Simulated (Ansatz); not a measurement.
# Ge wire along [111], 14 atoms a period, H-terminated: bands by functional and under strain, part 3 of 3

Wanted: the relaxed geometry and the bands of the Ge wire along [111], 14 atoms a period, H-terminated.

Ansatz 0.2.0; DFT PBE, plane waves, PAW; relaxation of a wire's period; PAW set soft_1 (the session's first sound run).

So far, band gap (eV): step 3 (bands of the perfect wire, PBE) 3.12; step 4 (another level of theory, cutoff 500 eV, k-mesh 1×1×7, r2SCAN PBE) 3.47; step 5 (levels at the same atoms, level HSE06, cutoff 420 eV, HSE06 PBE) 3.90.

### Step 6. Strain along the wire, period over the relaxed period 0.97

This step: DFT PBE, plane waves, PAW; relaxation at a fixed period; PAW set soft_1 (Ansatz 0.2.0).

The period is set to 0.97 times the relaxed one and the atoms relax within it: strain changes bond lengths and angles, which shifts the bands against each other. Against the first PBE run of this kind, the mesh along the wire has 7 points against 9.

The cell differs from the one that the last finished run ended in (c 9.957 → 9.658 Å).

The input, input.yaml:

```yaml
crystal:
  lattice:
    - [13.42, 0.0, 0.0]
    - [0.0, 14.445, 0.0]
    - [0.0, 0.0, 9.6584914575]
  atoms:
    - { symbol: Ge, position: [0.500015067, 0.499984444, 0.000476299] }
    - { symbol: Ge, position: [0.500015067, 0.499986793, 0.249523701] }
    - { symbol: H, position: [0.256605312, 0.46905172, 0.283625269] }
    - { symbol: H, position: [0.349479056, 0.319609697, 0.283617663] }
    - { symbol: H, position: [0.407142312, 0.71129606, 0.283615665] }
    - { symbol: H, position: [0.592887822, 0.71129606, 0.283615665] }
    - { symbol: H, position: [0.650551077, 0.319609697, 0.283617663] }
    - { symbol: H, position: [0.743424822, 0.46905172, 0.283625269] }
    - { symbol: Ge, position: [0.351680724, 0.420420684, 0.336361563] }
    - { symbol: Ge, position: [0.500015067, 0.659119691, 0.3363603] }
    - { symbol: Ge, position: [0.648349409, 0.420420684, 0.336361563] }
    - { symbol: Ge, position: [0.351455239, 0.420296198, 0.582573448] }
    - { symbol: Ge, position: [0.500015067, 0.65937021, 0.582574396] }
    - { symbol: Ge, position: [0.648574895, 0.420296198, 0.582573448] }
    - { symbol: H, position: [0.256901412, 0.630374095, 0.615257943] }
    - { symbol: H, position: [0.500015067, 0.239174017, 0.615251658] }
    - { symbol: H, position: [0.743128721, 0.630374095, 0.615257943] }
    - { symbol: H, position: [0.256901412, 0.369597142, 0.634742057] }
    - { symbol: H, position: [0.500015067, 0.760797219, 0.634748342] }
    - { symbol: H, position: [0.743128721, 0.369597142, 0.634742057] }
    - { symbol: Ge, position: [0.351455239, 0.579675039, 0.667426552] }
    - { symbol: Ge, position: [0.500015067, 0.340601027, 0.667425604] }
    - { symbol: Ge, position: [0.648574895, 0.579675039, 0.667426552] }
    - { symbol: Ge, position: [0.351680724, 0.579550553, 0.913638437] }
    - { symbol: Ge, position: [0.500015067, 0.340851546, 0.9136397] }
    - { symbol: Ge, position: [0.648349409, 0.579550553, 0.913638437] }
    - { symbol: H, position: [0.256605312, 0.530919517, 0.966374731] }
    - { symbol: H, position: [0.349479056, 0.68036154, 0.966382337] }
    - { symbol: H, position: [0.407142312, 0.288675177, 0.966384335] }
    - { symbol: H, position: [0.592887822, 0.288675177, 0.966384335] }
    - { symbol: H, position: [0.650551077, 0.68036154, 0.966382337] }
    - { symbol: H, position: [0.743424822, 0.530919517, 0.966374731] }
kpoints:
  mp_grid: { grid: [1, 1, 7] }
  band_path: { path: ["Γ", Z], npoints: 90 }
scf:
  occupations: { method: fermi_dirac, width: 0.05 }
hamiltonian:
  xc: pbe
  pseudopotentials: { kind: paw, azcp: { folder: soft_1 } }
relax:
  max_steps: 40
  f_tol: 0.02
output:
  stress: true
```

Command:

```sh
ansatz run input.yaml --threads 4 --pin off --max-ram 16384MiB --backend cpu --events-out ev --progress --plain --runs-dir out
```

Numbers of over 12 decimals in the logs are rounded to 6 here.

The log of the run:

```text
Warning: output.stress: scf.convergence.dr2_threshold = 1e-7 eV (the SCF's general default) is looser than the 3.2e-9 eV advised for a printed stress (1e-10 eV for each atom of the cell: 32). What an SCF threshold leaves in a stress goes as its square root, and in the free energy as the threshold itself, and one threshold admits the most on a small cell: [figures from the program's tests cut] Every solve of this run  [...]
[...]
Crystal: 32 atoms, lattice volume = 1872.317 Å³
Basis set: ecut = 420 eV, 36561 PW (Γ), exchange–correlation on 180×200×144 points (8 copies of the dense FFT grid, shifted against one another)
Bands: 139, of which v1, the nominal top of the filled ones, is band 107 counted from 1 (106 counted from 0)
Symmetry: 4 space group operations
[...]
k-points: 4 of 7
[...]
SCF iter   1: F=—  HF=-60416.238212 eV  |F-HF|=—  |Δ(HF+E_count)|=         —  Δρ=3.13e-2  dr2=1.55e1  ethr=3.10e-3  ⟨swp⟩=7.0  Hψ=2331  notcnv=0  defer=11
[...]
SCF iter   7: F=-60411.572968 eV  HF=-60411.572964 eV  |F-HF|=4.40e-6  |Δ(HF+E_count)|=   1.20e-5  Δρ=1.90e-5  dr2=8.31e-6  ethr=4.67e-9  ⟨swp⟩=3.2  Hψ=2022  notcnv=0
SCF 1 converged in 7 iterations: F = -60411.572968 eV  dr2 = 8.31e-6
[...]
relax step   1: F+E_penalty+E_count = -60411.57296799 eV  Δ(F+E_penalty+E_count) = +0.000e0 eV  max|allowed force component| = 4.654e-1 eV/Å  Δτ_max = 0.0000 Å  (7 SCF iters, dr2 threshold 1.00e-5 eV, accepted)
[...]
SCF iter   6: F=-60411.693695 eV  HF=-60411.693695 eV  |F-HF|=5.52e-7  |Δ(HF+E_count)|=   5.07e-7  Δρ=1.07e-5  dr2=2.32e-6  ethr=6.33e-9  ⟨swp⟩=4.0  Hψ=1576  notcnv=0
SCF 2 converged in 6 iterations: F = -60411.693695 eV  dr2 = 2.32e-6
relax step   2: F+E_penalty+E_count = -60411.69369517 eV  Δ(F+E_penalty+E_count) = -1.207e-1 eV  max|allowed force component| = 1.340e-1 eV/Å  Δτ_max = 0.0971 Å  (6 SCF iters, dr2 threshold 1.35e-5 eV, accepted)
SCF iter   1: F=—  HF=-60411.713276 eV  |F-HF|=—  |Δ(HF+E_count)|=         —  Δρ=1.60e-3  dr2=2.44e-2  ethr=1.35e-4  ⟨swp⟩=3.8  Hψ=904  notcnv=0  defer=102
[...]
SCF iter   6: F=-60411.709539 eV  HF=-60411.709540 eV  |F-HF|=1.17e-7  |Δ(HF+E_count)|=   4.27e-7  Δρ=2.80e-6  dr2=2.12e-7  ethr=5.24e-10  ⟨swp⟩=4.0  Hψ=1576  notcnv=0
SCF 3 converged in 6 iterations: F = -60411.709539 eV  dr2 = 2.12e-7
[...]
relax step   3: F+E_penalty+E_count = -60411.70953940 eV  Δ(F+E_penalty+E_count) = -1.584e-2 eV  max|allowed force component| = 3.879e-2 eV/Å  Δτ_max = 0.0349 Å  (6 SCF iters, dr2 threshold 1.12e-6 eV, accepted)
SCF iter   1: F=—  HF=-60411.710303 eV  |F-HF|=—  |Δ(HF+E_count)|=         —  Δρ=1.85e-4  dr2=3.22e-4  ethr=1.75e-6  ⟨swp⟩=2.0  Hψ=846  notcnv=0  defer=102
[...]
SCF iter   5: F=-60411.710219 eV  HF=-60411.710219 eV  |F-HF|=5.33e-9  |Δ(HF+E_count)|=   4.10e-9  Δρ=1.24e-6  dr2=2.87e-8  ethr=4.67e-11  ⟨swp⟩=5.0  Hψ=1632  notcnv=0
SCF 4 converged in 5 iterations: F = -60411.710219 eV  dr2 = 2.87e-8
relax step   4: F+E_penalty+E_count = -60411.71021866 eV  Δ(F+E_penalty+E_count) = -6.793e-4 eV  max|allowed force component| = 5.619e-3 eV/Å  Δτ_max = 0.0035 Å  (5 SCF iters, accepted)
[...]
the band table was solved once a step of the walk had ended and its energy, with any forces and stress, was formed, with the checks that follow a solve (3196 applications of the Hamiltonian). They found nothing against the state; the energy, forces and stress were not computed again (output.eigenvalues in the input reference)
[...]
SCF converged after 5 iterations
Free energy (F): -60411.710219 eV
[...]
Internal energy: -60411.710219 eV  (E = F + TS)
E sigma→0 (E₀):  -60411.710219 eV
Fermi energy:    -1.576114 eV
[...]
--- Forces (eV/Å), atoms counted from 1 ---
  atom   1  Ge     0.00000000    -0.00003074     0.00260390
  atom   2  Ge     0.00000000     0.00003074    -0.00260390
  atom   3  H      0.00027581     0.00056146     0.00074611
  atom   4  H      0.00063082    -0.00004013     0.00072684
  atom   5  H     -0.00035137    -0.00052135     0.00073656
  atom   6  H      0.00035137    -0.00052135     0.00073656
  atom   7  H     -0.00063082    -0.00004013     0.00072684
  atom   8  H     -0.00027581     0.00056146     0.00074611
  atom   9  Ge    -0.00486978    -0.00279770     0.00019443
  atom  10  Ge     0.00000000     0.00561910     0.00017028
  atom  11  Ge     0.00486978    -0.00279770     0.00019443
  atom  12  Ge    -0.00217029    -0.00127624     0.00003249
  atom  13  Ge     0.00000000     0.00257757     0.00002624
  atom  14  Ge     0.00217029    -0.00127624     0.00003249
  atom  15  H      0.00439795    -0.00255112    -0.00060811
  atom  16  H      0.00000000     0.00509897    -0.00060808
  atom  17  H     -0.00439795    -0.00255112    -0.00060811
  atom  18  H      0.00439795     0.00255112     0.00060811
  atom  19  H      0.00000000    -0.00509897     0.00060808
  atom  20  H     -0.00439795     0.00255112     0.00060811
  atom  21  Ge    -0.00217029     0.00127624    -0.00003249
  atom  22  Ge     0.00000000    -0.00257757    -0.00002624
  atom  23  Ge     0.00217029     0.00127624    -0.00003249
  atom  24  Ge    -0.00486978     0.00279770    -0.00019443
  atom  25  Ge     0.00000000    -0.00561910    -0.00017028
  atom  26  Ge     0.00486978     0.00279770    -0.00019443
  atom  27  H      0.00027581    -0.00056146    -0.00074611
  atom  28  H      0.00063082     0.00004013    -0.00072684
  atom  29  H     -0.00035137     0.00052135    -0.00073656
  atom  30  H      0.00035137     0.00052135    -0.00073656
  atom  31  H     -0.00063082     0.00004013    -0.00072684
  atom  32  H     -0.00027581    -0.00056146    -0.00074611
  max |Σ_I F_I| component: 1.84e-18 eV/Å
--- Stress (GPa, compression-positive) ---
        0.002039       0.000000       0.000000
        0.000000      -0.000819       0.000021
        0.000000       0.000021       0.311843
  P = ⅓ Tr σ = 0.1044 GPa (1.044 kbar)
--- Band table (eV) ---
  k-point 0: bands = [... 103 lower, -4.1880, -3.9981, -3.9978, -3.1824, 0.2745, 0.4256, 0.4281, 0.4580, ... 28 higher]
  k-point 1: bands = [... 103 lower, -4.1456, -3.9452, -3.9449, -3.2441, 0.2045, 0.3275, 0.3319, 0.4958, ... 28 higher]
  k-point 2: bands = [... 103 lower, -4.1650, -3.8627, -3.8626, -3.4323, 0.1071, 0.2832, 0.2886, 0.4976, ... 28 higher]
  k-point 3: bands = [... 103 lower, -4.1607, -3.8184, -3.8183, -3.7440, 0.0634, 0.2558, 0.3163, 0.3224, ... 28 higher]
--- Relaxed structure (4 steps of the walk, 4 accepted, 0 SCFs on fresh bases) ---
  F+E_penalty+E_count = -60411.71021866 eV   max|allowed force component| = 5.619e-3 eV/Å
  atoms:
    - { symbol: Ge, position: [0.500015, 0.499983, -0.00138519] }
    - { symbol: Ge, position: [0.500015, 0.499988, 0.251385] }
    - { symbol: H, position: [0.256624, 0.469229, 0.274791] }
    - { symbol: H, position: [0.349657, 0.319538, 0.274773] }
    - { symbol: H, position: [0.406986, 0.711193, 0.274767] }
    - { symbol: H, position: [0.593044, 0.711193, 0.274767] }
    - { symbol: H, position: [0.650374, 0.319538, 0.274773] }
    - { symbol: H, position: [0.743406, 0.469229, 0.274791] }
    - { symbol: Ge, position: [0.350157, 0.419603, 0.331762] }
    - { symbol: Ge, position: [0.500015, 0.660758, 0.331753] }
    - { symbol: Ge, position: [0.649873, 0.419603, 0.331762] }
    - { symbol: Ge, position: [0.350309, 0.419679, 0.584108] }
    - { symbol: Ge, position: [0.500015, 0.660606, 0.584101] }
    - { symbol: Ge, position: [0.649721, 0.419679, 0.584108] }
    - { symbol: H, position: [0.256816, 0.630415, 0.607774] }
    - { symbol: H, position: [0.500015, 0.239081, 0.607771] }
    - { symbol: H, position: [0.743214, 0.630415, 0.607774] }
    - { symbol: H, position: [0.256816, 0.369556, 0.642226] }
    - { symbol: H, position: [0.500015, 0.760890, 0.642229] }
    - { symbol: H, position: [0.743214, 0.369556, 0.642226] }
    - { symbol: Ge, position: [0.350309, 0.580292, 0.665892] }
    - { symbol: Ge, position: [0.500015, 0.339366, 0.665899] }
    - { symbol: Ge, position: [0.649721, 0.580292, 0.665892] }
    - { symbol: Ge, position: [0.350157, 0.580369, 0.918238] }
    - { symbol: Ge, position: [0.500015, 0.339213, 0.918247] }
    - { symbol: Ge, position: [0.649873, 0.580369, 0.918238] }
    - { symbol: H, position: [0.256624, 0.530742, 0.975209] }
    - { symbol: H, position: [0.349657, 0.680434, 0.975227] }
    - { symbol: H, position: [0.406986, 0.288778, 0.975233] }
    - { symbol: H, position: [0.593044, 0.288778, 0.975233] }
    - { symbol: H, position: [0.650374, 0.680434, 0.975227] }
    - { symbol: H, position: [0.743406, 0.530742, 0.975209] }
```

The job ended after 4.9 min (4 threads of Arm Neoverse V1, shared host; peak memory 12 GiB; 20 min of CPU time).

Step by step:

```
step  energy less that of the first step (eV)  largest force component (eV/Å)
   1                                   0.0000                          0.4654
   2                                  -0.1207                          0.1340
   3                                  -0.1366                          0.0388
   4                                  -0.1373                          0.0056
```

Forces are held to the 4 operations that the run works with; a distortion that breaks them can't arise in this run.

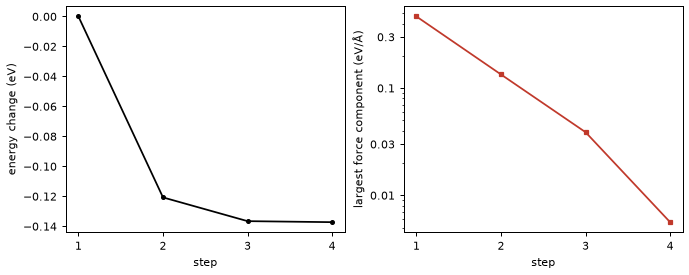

Energy and largest force along the relaxation.

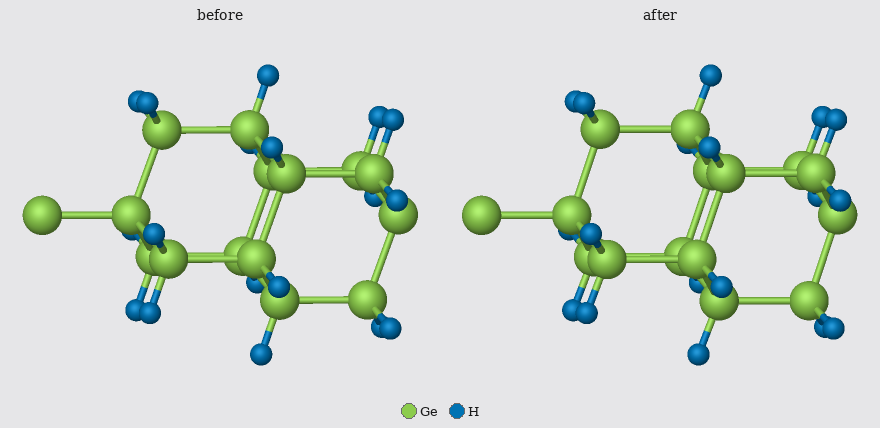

The structure before and after the relaxation, drawn at the same scale.

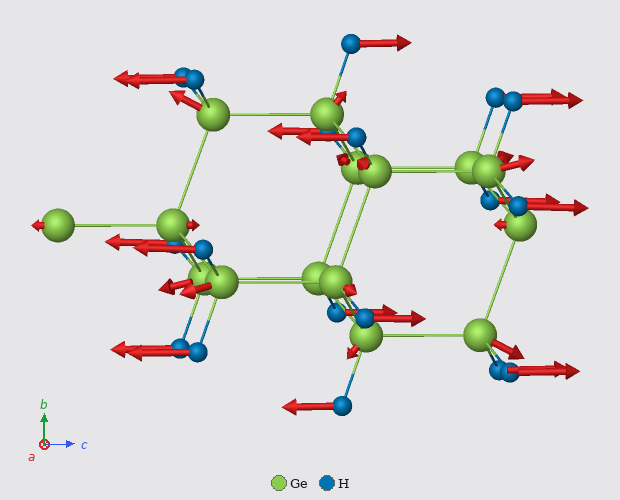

Displacements in the relaxation, exaggerated; the longest in the cell stands for 0.09 Å. Some periodic images of atoms are drawn too.

The atoms that moved most (Å):

```
atom      dx      dy      dz  length
  H5  -0.002  -0.001  -0.085   0.085
 H29  -0.002   0.001   0.085   0.085
  H6   0.002  -0.001  -0.085   0.085
 H30   0.002   0.001   0.085   0.085
  H4   0.002  -0.001  -0.085   0.085
 H28   0.002   0.001   0.085   0.085
  H7  -0.002  -0.001  -0.085   0.085
 H31  -0.002   0.001   0.085   0.085
```

The relaxed structure:

```xyz
32
Lattice="13.4200 0.0000 0.0000 0.0000 14.4450 0.0000 0.0000 0.0000 9.6585" Properties=species:S:1:pos:R:3
Ge    6.7102    7.2223   -0.0134
Ge    6.7102    7.2223    2.4280
H     3.4439    6.7780    2.6541
H     4.6924    4.6157    2.6539
H     5.4618   10.2732    2.6538
H     7.9587   10.2732    2.6538
H     8.7280    4.6157    2.6539
H     9.9765    6.7780    2.6541
Ge    4.6991    6.0612    3.2043
Ge    6.7102    9.5446    3.2042
Ge    8.7213    6.0612    3.2043
Ge    4.7011    6.0623    5.6416
Ge    6.7102    9.5424    5.6415
Ge    8.7193    6.0623    5.6416
H     3.4465    9.1063    5.8702
H     6.7102    3.4535    5.8701
H     9.9739    9.1063    5.8702
H     3.4465    5.3382    6.2029
H     6.7102   10.9911    6.2030
H     9.9739    5.3382    6.2029
Ge    4.7011    8.3823    6.4315
Ge    6.7102    4.9021    6.4316
Ge    8.7193    8.3823    6.4315
Ge    4.6991    8.3834    8.8688
Ge    6.7102    4.8999    8.8689
Ge    8.7213    8.3834    8.8688
H     3.4439    7.6666    9.4191
H     4.6924    9.8289    9.4192
H     5.4618    4.1714    9.4193
H     7.9587    4.1714    9.4193
H     8.7280    9.8289    9.4192
H     9.9765    7.6666    9.4191
```

Numbers from this step:

| Item | Value |
| --- | --- |
| band gap | 3.244 eV |

Electronic bands along the path, in eV, zero at the Fermi level; v1 is the highest filled band, c1 the lowest empty one:

```
point     v4     v3     v2     v1    c1    c2    c3    c4
    Γ  -2.61  -2.42  -2.42  -1.61  1.85  2.00  2.00  2.03
    Z  -2.40  -2.33  -2.24  -2.24  1.64  1.79  1.90  1.91
```

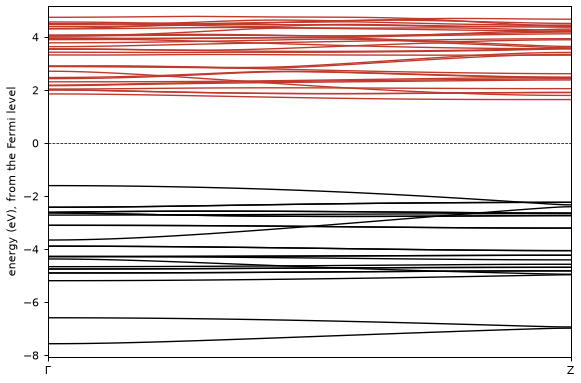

Electronic bands along the path; lines of filled and empty bands in two colours.

The gap is 3.24 eV, against 3.12 eV under PBE at the relaxed period.

### Step 7. At a strained period, period over the relaxed period 0.94

The period is set to 0.94 times the relaxed one and the atoms relax within it: strain changes bond lengths and angles, which shifts the bands against each other. Against the first PBE run of this kind, the mesh along the wire has 7 points against 9.

The cell differs from the one that the last finished run ended in (c 9.658 → 9.360 Å).

Changes to input.yaml since step 6:

```diff
@@ -4,3 +4,3 @@
     - [0.0, 14.445, 0.0]
-    - [0.0, 0.0, 9.6584914575]
+    - [0.0, 0.0, 9.3597752269]
   atoms:
```

The log of the run:

```text
[...]
Crystal: 32 atoms, lattice volume = 1814.410 Å³
Basis set: ecut = 420 eV, 35519 PW (Γ), exchange–correlation on 180×200×128 points (8 copies of the dense FFT grid, shifted against one another)
Bands: 139, of which v1, the nominal top of the filled ones, is band 107 counted from 1 (106 counted from 0)
Symmetry: 4 space group operations
[...]
- { symbol: Ge, position: [0.348584, 0.581211, 0.922409] }
    - { symbol: Ge, position: [0.500015, 0.337526, 0.922417] }
    - { symbol: Ge, position: [0.651446, 0.581211, 0.922409] }
[...]
- { symbol: H, position: [0.406851, 0.288829, 0.984069] }
    - { symbol: H, position: [0.593179, 0.288829, 0.984069] }
    - { symbol: H, position: [0.650259, 0.680516, 0.984064] }
    - { symbol: H, position: [0.743426, 0.530607, 0.984047] }
[key lines of the parts left out:]
SCF converged after 2 iterations
Free energy (F): -60411.537769 eV
Fermi energy:    -1.423987 eV
P = ⅓ Tr σ = 0.2124 GPa (2.124 kbar)
```

Run time: 5 min. Hardware: 4 threads; peak memory 12 GiB.

The steps of the relaxation:

```
step  energy less that of the first step (eV)  largest force component (eV/Å)
   1                                   0.0000                          1.1088
   2                                  -0.5558                          0.3516
   3                                  -0.6155                          0.0827
   4                                  -0.6198                          0.0155
   5                                  -0.6198                          0.0155
```

The run keeps the 4 symmetry operations that it works with, so distortions that break them were not tested.

The atoms that moved most (Å):

```
atom      dx      dy      dz  length
  H5  -0.004  -0.002  -0.166   0.166
 H29  -0.004   0.002   0.166   0.166
  H6   0.004  -0.002  -0.166   0.166
 H30   0.004   0.002   0.166   0.166
  H4   0.004  -0.002  -0.165   0.166
 H28   0.004   0.002   0.165   0.166
  H7  -0.004  -0.002  -0.165   0.166
 H31  -0.004   0.002   0.165   0.166
```

The relaxed structure:

```xyz
32
Lattice="13.4200 0.0000 0.0000 0.0000 14.4450 0.0000 0.0000 0.0000 9.3598" Properties=species:S:1:pos:R:3
Ge    6.7102    7.2222   -0.0384
Ge    6.7102    7.2223    2.3784
H     3.4436    6.7800    2.4893
H     4.6939    4.6145    2.4891
H     5.4599   10.2724    2.4891
H     7.9605   10.2724    2.4891
H     8.7265    4.6145    2.4891
H     9.9768    6.7800    2.4893
Ge    4.6780    6.0490    3.0662
Ge    6.7102    9.5690    3.0661
Ge    8.7424    6.0490    3.0662
Ge    4.6829    6.0517    5.4886
Ge    6.7102    9.5635    5.4885
Ge    8.7375    6.0517    5.4886
H     3.4447    9.1073    5.6015
H     6.7102    3.4516    5.6014
H     9.9757    9.1073    5.6015
H     3.4447    5.3372    6.0983
H     6.7102   10.9930    6.0983
H     9.9757    5.3372    6.0983
Ge    4.6829    8.3929    6.2111
Ge    6.7102    4.8811    6.2112
Ge    8.7375    8.3929    6.2111
Ge    4.6780    8.3956    8.6335
Ge    6.7102    4.8756    8.6336
Ge    8.7424    8.3956    8.6335
H     3.4436    7.6646    9.2105
H     4.6939    9.8300    9.2106
H     5.4599    4.1721    9.2107
H     7.9605    4.1721    9.2107
H     8.7265    9.8300    9.2106
H     9.9768    7.6646    9.2105
```

Numbers from this step:

```yaml
band_gap: 3.323 eV
```

The gap is 3.32 eV, against 3.12 eV under PBE at the relaxed period.

### Step 8. What came out

```json
{"cell length, PBE": "9.957 Å", "gap, PBE": "3.12 eV", "gap, r2SCAN": "3.47 eV", "gap, HSE06": "3.90 eV", "gap, period scaled by 0.97": "3.24 eV", "gap, period scaled by 0.94": "3.32 eV"}
```

In words: Under PBE the cell's length is 9.96 Å, and a gap of 3.12 eV makes it a semiconductor. At the relaxed period the wire is gapped under every functional, from 3.12 eV (PBE) to 3.90 eV (HSE06). Weak screening in one dimension makes quasiparticle gaps larger than the semilocal gaps, as a rule. Strain matters: under PBE the gap goes from 3.12 eV to 3.32 eV at 0.94 times the period and 3.24 eV at 0.97 times the period. A hybrid's gap is read on a coarse mesh, without a band path.

[Logs are printed without paths, hosts, clocks, repeated set-up lines and the standing remarks that a program may print on its own settings, such as how far it seeks lower states.]

[Hosts, paths, dates, database ids (printed as entryN), source tags and the programs' standing remarks are cut or masked in the printed files.]
